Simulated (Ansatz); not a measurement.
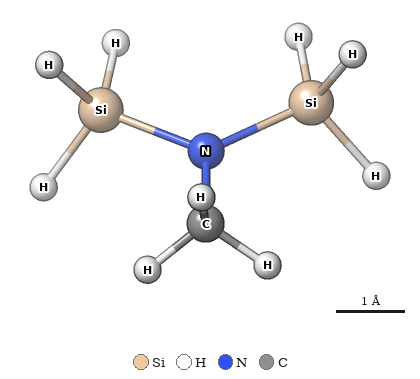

Figure 1. The structure as given in the input (ball-and-stick view, seen at a tilt). Bond lengths as drawn: C–H 1.10 to 1.11 Å, C–N 1.47 Å, H–Si 1.49 to 1.50 Å and N–Si 1.75 Å.

Single-point calculation, with input and output: CH9NSi2

System: CH9NSi2 ((H3Si)2NMe).
Method: RKS B2PLYP (frozen core)/def2-TZVP (Ansatz 0.2.0).

The geometry comes from this level: r2SCAN-D4/def2-SVP.

### The program's output
```
Functional definition: B2PLYP
  name "B2PLYP"
  cite "Grimme, J. Chem. Phys. 124, 034108 (2006) doi:10.1063/1.2148954"
  cite "Becke, Phys. Rev. A 38, 3098 (1988) doi:10.1103/PhysRevA.38.3098"
  cite "Lee, Yang & Parr, Phys. Rev. B 37, 785 (1988) doi:10.1103/PhysRevB.37.785"
  parameter a = 0.53
  parameter c = 0.27
  exchange = (1 - a)*b88_x + a*exact_x
  correlation = (1 - c)*lyp_c + c*(mp2_os + mp2_ss)
these checks for a lower state are left out or cut short: starts
1276 factors; integrals over basis functions are off by at most 1.1e-3 eV
mean field evaluation 1: about -18416.1883 eV, gradient 1.0e1 eV
mean field evaluation 2: about -18416.3241 eV, gradient 1.7e-1 eV
mean field evaluation 4: about -18416.4324 eV, gradient 6.6e-4 eV
mean field evaluation 8: about -18416.4324 eV, gradient 9.2e-7 eV
mean field -18416.43242396 eV, -676.7914084741 hartree, gradient 9.3e-7 eV, S^2 0.000000; 0 other end points of the search recorded, 0 dependent functions left out
12 core orbitals not correlated: weight in the atoms' cores, before any rotation towards them, 1.000 or more for the frozen orbitals, at most 0.000 for the correlated occupied ones
reference -18416.43261930 eV, -676.7914156531 hartree; 13, 13 occupied and 165, 165 virtual orbitals, 1276 factors
second order -20.62900855 eV of doubles, -0.00000000 eV of singles
Total energy: -18422.00245161 eV, -676.9961032150 hartree
Checks for a lower state left out: starts
```

The run was set up as follows.

### The input
```yaml
crystal:
  periodic: [false, false, false]
  atoms:
    - {symbol: Si, position_ang: [0.281399, 1.694475, 0.123046]}
    - {symbol: H, position_ang: [1.080512, 2.007847, 1.353239]}
    - {symbol: H, position_ang: [1.063943, 2.105490, -1.076512]}
    - {symbol: H, position_ang: [-0.987496, 2.483446, 0.216730]}
    - {symbol: N, position_ang: [-0.097298, -0.004489, -0.018084]}
    - {symbol: C, position_ang: [-0.958774, -0.580042, 1.021317]}
    - {symbol: Si, position_ang: [0.648821, -1.123154, -1.132241]}
    - {symbol: H, position_ang: [1.611203, -2.055719, -0.457612]}
    - {symbol: H, position_ang: [1.382760, -0.341512, -2.167353]}
    - {symbol: H, position_ang: [-0.406312, -1.973974, -1.768582]}
    - {symbol: H, position_ang: [-1.506465, -1.458418, 0.637416]}
    - {symbol: H, position_ang: [-1.718632, 0.149450, 1.352122]}
    - {symbol: H, position_ang: [-0.393662, -0.903401, 1.916515]}
basis:
  gaussian: {orbitals: def2-TZVP, initial_orbitals: start.molden}
hamiltonian: {xc: {name: B2PLYP}}
scf: {omitted_lower_state_checks: [starts]}
```

Launched with:
```bash
ansatz run in.yaml --threads 4 --pin off --events-out ev --progress --plain --max-ram 3916MiB
```

### Key numbers

| quantity | value |
| --- | --- |
| outcome | converged |
| total energy | −18422.0025 eV |
| mean-field energy | −18416.4326 eV |
| SCF solution under orbital rotations | stable |
| hardware | 4 threads of Arm Neoverse V2, 95 GiB of memory available, shared host |
| wall time | 3.9 s (CPU time 15 s) |
| peak memory | 0.44 GiB |
